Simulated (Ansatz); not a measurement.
## WH3Cl2OF: molecular dynamics (part 4 of 4)

The same run, continued: WH3Cl2OF; RKS B3LYP/def2-SVP (Ansatz 0.2.0). It belongs to a series of runs on one base structure; here: dynamics from the start.

Geometry of the input (Å):
```
W  -0.2773  -0.2180  -0.0220
O  -0.4377  -0.2559  1.7981
H  -0.5549  -0.3079  2.7529
H  1.3539  0.1758  0.0584
H  0.1487  1.4072  -0.0220
Cl -2.3734  0.8373  -0.2662
Cl 0.7419  -2.3456  -0.0584
F  -0.1807  -0.2443  -1.8737
```

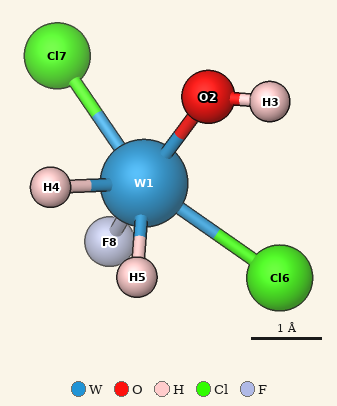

Figure 1. The geometry at step 333 of the log (ball-and-stick view, seen at a tilt; atoms are numbered from 1 in the order of the input).

**Trajectory as extended XYZ, continued**
```
8
Properties=species:S:1:pos:R:3:forces:R:3 step=167 time_fs=167.0 energy=-31677.18978 temperature=482.7
W    -0.2834   -0.2416   -0.0104   -0.3035   2.1509  -0.4177
O    -0.3812   -0.2928    1.8122    0.1787   0.1724  -3.3106
H    -0.5533   -0.3238    2.7049   -0.5606  -0.1255   3.4308
H     1.3021    0.3415    0.0760   -0.1863  -0.5301  -0.0773
H     0.0995    1.4132    0.0195   -0.1923  -0.1986  -0.1422
Cl   -2.4041    0.9370   -0.3000    0.6782  -0.6096   0.1776
Cl    0.7757   -2.2577   -0.0939    0.6494  -1.2360   0.1464
F    -0.1699   -0.3428   -1.8692   -0.2636   0.3764   0.1932
8
Properties=species:S:1:pos:R:3:forces:R:3 step=188 time_fs=188.0 energy=-31677.21815 temperature=562.8
W    -0.3130   -0.2316   -0.0125    1.6318   1.4868   0.2629
O    -0.3847   -0.2932    1.8301    0.1686  -1.3886   2.2318
H    -0.2723   -0.7150    2.7698   -0.2597   1.2508  -2.6442
H     1.3477    0.1969   -0.0382   -0.6179  -0.3486   0.1554
H     0.2393    1.4045   -0.0635   -0.5644  -0.6626   0.0848
Cl   -2.3450    0.9592   -0.3050    0.1506  -0.2807   0.1046
Cl    0.8653   -2.3055   -0.0945   -0.2582  -0.0895   0.2580
F    -0.1825   -0.3625   -1.8457   -0.2508   0.0322  -0.4534
8
Properties=species:S:1:pos:R:3:forces:R:3 step=208 time_fs=208.0 energy=-31677.07052 temperature=389.4
W    -0.3296   -0.2117   -0.0140    0.3624  -2.3197  -1.1249
O    -0.4406   -0.3444    1.8185    1.1008  -0.6715   1.4196
H     0.1450   -0.7180    2.5515   -1.2337   0.5602  -1.2275
H     1.2765   -0.0045    0.2847    0.5841   0.7170  -0.2696
H     0.0864    1.3743   -0.0503    0.5212   0.4465   0.0487
Cl   -2.2750    0.9524   -0.2951   -0.8563   0.3896   0.1637
Cl    0.9352   -2.3684   -0.0686   -0.7553   0.8647   0.1332
F    -0.2459   -0.3692   -1.8949    0.2769   0.0133   0.8568
8
Properties=species:S:1:pos:R:3:forces:R:3 step=229 time_fs=229.0 energy=-31677.20105 temperature=579.0
W    -0.3177   -0.2142   -0.0305    0.7163   0.1157   0.9646
O    -0.4700   -0.4158    1.8148   -0.3551   1.3841  -2.3018
H    -0.2139   -0.9910    2.4917    0.6274  -1.5846   1.9685
H     1.2395    0.3503   -0.2704    0.1950  -0.3390   0.4392
H     0.0552    1.4039    0.1430    0.0143   0.0065  -0.0101
Cl   -2.2887    0.9759   -0.2686   -0.5670  -0.0327  -0.0065
Cl    0.9291   -2.3421   -0.0229   -0.4673   0.7322   0.0882
F    -0.2769   -0.3843   -1.8449   -0.1637  -0.2822  -1.1420
8
Properties=species:S:1:pos:R:3:forces:R:3 step=250 time_fs=250.0 energy=-31676.98246 temperature=352.2
W    -0.2863   -0.2198   -0.0364    1.4017   1.5031  -0.3874
O    -0.4558   -0.5295    1.7532   -2.4919  -1.5619   2.6233
H    -0.8878   -1.1225    2.5130    1.5814   1.9470  -2.3639
H     1.3830    0.1334    0.1857   -0.6634  -0.1907  -0.4014
H     0.3249    1.3869    0.1517   -0.6877  -0.5103  -0.2504
Cl   -2.3656    0.9993   -0.2385    0.5810  -0.3780   0.1400
Cl    0.8690   -2.2454    0.0279    0.3048  -0.9879  -0.4982
F    -0.3230   -0.4389   -1.9122   -0.0258   0.1787   1.1380
8
Properties=species:S:1:pos:R:3:forces:R:3 step=271 time_fs=271.0 energy=-31676.94417 temperature=338.3
W    -0.2517   -0.2131   -0.0477   -2.9498  -0.4625   1.4258
O    -0.6591   -0.5579    1.7219    1.8380   3.3006  -4.9262
H    -0.8826   -0.9332    2.4935   -1.4837  -2.4217   4.5341
H     1.3227    0.2450    0.0422    0.5746   0.3913   0.2115
H    -0.0515    1.4182   -0.2128    0.7005   0.6175   0.2553
Cl   -2.3856    0.9812   -0.1948    0.5608  -0.4367  -0.0695
Cl    0.8424   -2.2410    0.0299    0.8070  -0.8960  -0.3085
F    -0.3776   -0.4713   -1.8343   -0.0473  -0.0924  -1.1226
8
Properties=species:S:1:pos:R:3:forces:R:3 step=292 time_fs=292.0 energy=-31676.95443 temperature=369.9
W    -0.2520   -0.1919   -0.0416   -0.3003  -0.6636  -0.4463
O    -0.7954   -0.3911    1.6930   -0.6566  -3.8756   2.0935
H    -1.1720   -1.2385    2.2194    1.2503   2.9169  -1.5314
H     1.3917    0.1288    0.2302   -0.1870   0.1457  -0.1505
H     0.2009    1.3987    0.1763    0.0539   0.2208  -0.3065
Cl   -2.3416    0.9195   -0.1623   -0.0560   0.4198  -0.6162
Cl    0.8912   -2.3325   -0.0043   -0.3538   0.5519   0.1397
F    -0.4341   -0.5083   -1.8817    0.2495   0.2841   0.8177
8
Properties=species:S:1:pos:R:3:forces:R:3 step=312 time_fs=312.0 energy=-31677.13660 temperature=603.1
W    -0.2634   -0.1809   -0.0362    1.8585  -0.5634   0.4040
O    -0.7711   -0.4335    1.7133    0.4246  -0.2874   0.2677
H    -1.3880   -0.8619    2.3376    0.3084   0.2570  -0.3324
H     1.4048    0.3019    0.1682   -0.7356  -0.5521  -0.0073
H     0.3132    1.4444   -0.2086   -0.6954  -0.5774   0.2387
Cl   -2.3060    0.8995   -0.1923   -0.7570   0.6722  -0.4358
Cl    0.9121   -2.3707   -0.0274   -0.5256   1.0699   0.0444
F    -0.4455   -0.5016   -1.8342    0.1221  -0.0189  -0.1794
8
Properties=species:S:1:pos:R:3:forces:R:3 step=333 time_fs=333.0 energy=-31677.23951 temperature=768.6
W    -0.2625   -0.2014   -0.0226   -0.6070  -1.2887  -0.1991
O    -0.6173   -0.5262    1.7684   -0.0420   0.5456  -0.3581
H    -1.3311   -0.1789    2.3119   -0.3592  -0.0152   0.3679
H     1.3017    0.3027    0.1913    0.3517   0.1645  -0.0720
H    -0.0412    1.4547   -0.1137    0.5581   0.1358   0.1469
Cl   -2.3437    0.9472   -0.2687    0.0102  -0.1714   0.3170
Cl    0.8806   -2.2962   -0.0458    0.0686   0.4642   0.0324
F    -0.4328   -0.4909   -1.8398    0.0196   0.1652  -0.2350
8
Properties=species:S:1:pos:R:3:forces:R:3 step=354 time_fs=354.0 energy=-31676.84852 temperature=323.4
W    -0.2625   -0.2380   -0.0101   -1.6415   0.4580  -1.3006
O    -0.5287   -0.4637    1.8105   -2.7005   1.4586   2.0303
H    -1.2592   -0.0510    2.4601    2.3256  -1.3779  -2.0421
H     1.3681   -0.0241   -0.1315    0.3178   0.7082   0.0279
H     0.2534    1.2799    0.3868    0.1423   0.5899  -0.2686
Cl   -2.3792    0.9854   -0.3164    0.9042  -0.4164   0.4139
Cl    0.8554   -2.1857   -0.0606    0.6482  -1.8656   0.1410
F    -0.4168   -0.4466   -1.8975    0.0039   0.4452   0.9982
8
Properties=species:S:1:pos:R:3:forces:R:3 step=375 time_fs=375.0 energy=-31676.97043 temperature=534.1
W    -0.2815   -0.2512   -0.0170    0.4649   2.9406   1.3880
O    -0.5438   -0.3217    1.8205    2.6049   0.5330  -5.8127
H    -0.9325   -0.4069    2.6090   -2.5051  -0.4954   5.1171
H     1.2978    0.4504   -0.1113   -0.5483  -0.8313   0.2790
H     0.0028    1.4601   -0.0966   -0.0878  -0.8721   0.2013
Cl   -2.3265    0.9739   -0.3161   -0.3187  -0.3180   0.3343
Cl    0.9015   -2.2435   -0.0624    0.2917  -0.5343  -0.0177
F    -0.4055   -0.3246   -1.8194    0.0985  -0.4226  -1.4895
8
Properties=species:S:1:pos:R:3:forces:R:3 step=396 time_fs=396.0 energy=-31676.82988 temperature=371.0
W    -0.3080   -0.2307   -0.0137    0.9665  -1.0374  -1.7894
O    -0.5650   -0.1999    1.7797   -0.3110  -1.8073   4.2241
H    -0.6310   -0.5305    2.7947    0.2065   1.2949  -3.6346
H     1.2759    0.0438    0.3656    0.5257   0.2143  -0.2992
H     0.3201    1.2999   -0.1148   -0.2698   0.2511   0.0170
Cl   -2.2932    0.9312   -0.2769   -0.6746   0.4879   0.0573
Cl    0.9773   -2.3698   -0.0623   -0.9714   1.0355   0.0277
F    -0.3667   -0.2733   -1.9246    0.5280  -0.4390   1.3970
8
Properties=species:S:1:pos:R:3:forces:R:3 step=417 time_fs=417.0 energy=-31676.92290 temperature=515.4
W    -0.3089   -0.2225   -0.0318   -0.3220  -1.7086   1.6363
O    -0.5585   -0.2291    1.8081    0.6840  -0.4332  -5.8750
H    -0.5079   -0.1720    2.6924    0.0924   0.1932   5.2888
H     1.3040    0.0890   -0.2237    0.4292   0.4820   0.4820
H     0.0374    1.3859    0.0588    0.4760   0.3084  -0.0743
Cl   -2.3347    0.9263   -0.2308   -0.3110   0.0255  -0.3202
Cl    0.9519   -2.3889   -0.0574   -0.8250   1.1483   0.1967
F    -0.2310   -0.3096   -1.8414   -0.2236  -0.0156  -1.3343
8
Properties=species:S:1:pos:R:3:forces:R:3 step=438 time_fs=438.0 energy=-31676.92344 temperature=545.7
W    -0.2954   -0.2335   -0.0326    1.4921   2.1240  -0.8159
O    -0.3888   -0.2943    1.7793   -2.6638   0.1386   3.8845
H    -0.8594   -0.2642    2.7260    1.7059  -0.0828  -3.1125
H     1.2599    0.4173    0.3790   -0.5815  -0.6984  -0.7817
H     0.0480    1.4743   -0.1667   -0.2047  -0.9269   0.0840
Cl   -2.4160    0.9242   -0.2132    0.5255  -0.6422   0.0264
Cl    0.8347   -2.2891   -0.0338    0.0878  -0.1643  -0.0314
F    -0.1137   -0.3483   -1.9078   -0.3613   0.2519   0.7466
8
Properties=species:S:1:pos:R:3:forces:R:3 step=458 time_fs=458.0 energy=-31677.04375 temperature=687.4
W    -0.2758   -0.2300   -0.0420   -0.3169   1.5795   0.6069
O    -0.3967   -0.3198    1.8302   -0.7686   0.3200   0.0509
H    -0.7451   -0.4124    2.7599    0.6491   0.1914  -1.4579
H     1.3788    0.0365   -0.0680   -0.0802   0.1662   0.3091
H     0.3405    1.3302   -0.1805   -0.3743   0.1554   0.2306
Cl   -2.4424    0.8638   -0.1999    0.7948  -0.3383  -0.1386
Cl    0.7312   -2.2210   -0.0118    0.8040  -2.3145  -0.0731
F    -0.0824   -0.3388   -1.9026   -0.7079   0.2402   0.4721
8
Properties=species:S:1:pos:R:3:forces:R:3 step=479 time_fs=479.0 energy=-31677.22027 temperature=916.1
W    -0.2636   -0.1957   -0.0427   -1.7697  -1.4079  -0.1561
O    -0.4788   -0.2693    1.7410    0.3041  -0.2607   1.2840
H    -0.2979   -0.4517    2.6653   -0.1365  -0.1314   0.3055
H     1.3119    0.2483    0.1189    0.6786   0.4071  -0.0503
H    -0.0722    1.4072    0.2015    0.7141   1.0086  -0.2859
Cl   -2.3885    0.7599   -0.2014   -0.2887   0.1740  -0.2813
Cl    0.7006   -2.3579    0.0040    0.2695   0.0423  -0.0067
F    -0.1732   -0.2773   -1.8727    0.2284   0.1680  -0.8091
8
Properties=species:S:1:pos:R:3:forces:R:3 step=500 time_fs=500.0 energy=-31676.75643 temperature=329.2
W    -0.2621   -0.1605   -0.0372    1.7258  -0.8905  -0.2876
O    -0.4890   -0.2470    1.8316    1.0960  -1.4874   1.2840
H    -0.2486   -0.7773    2.6995   -0.7049   1.5916  -2.6045
H     1.3930    0.3578    0.2322   -0.7598  -0.3691  -0.2186
H     0.1661    1.4675   -0.4229   -0.3512  -0.5116   0.7125
Cl   -2.3616    0.6731   -0.2304   -0.8713   0.6254   0.0037
Cl    0.6961   -2.5010    0.0139   -0.5319   1.7505  -0.2133
F    -0.2400   -0.1995   -1.9417    0.3975  -0.7090   1.3238
```

**Summary**

- outcome: finished
- mean temperature over the second half: 552 K
- trajectory: 500 steps, 500 fs
- ensemble: nvt_nose_hoover
- temperature in the input: 500.0 K
- time step: 1.0 fs
- potential energy (last step): −31676.7567 eV
- mean-field energy (last step): −31676.7567 eV
- largest force (length of the vector) (last step): 3.133 eV/Å
- wall time: 19 min (CPU time 73 min)
- peak memory: 0.28 GiB
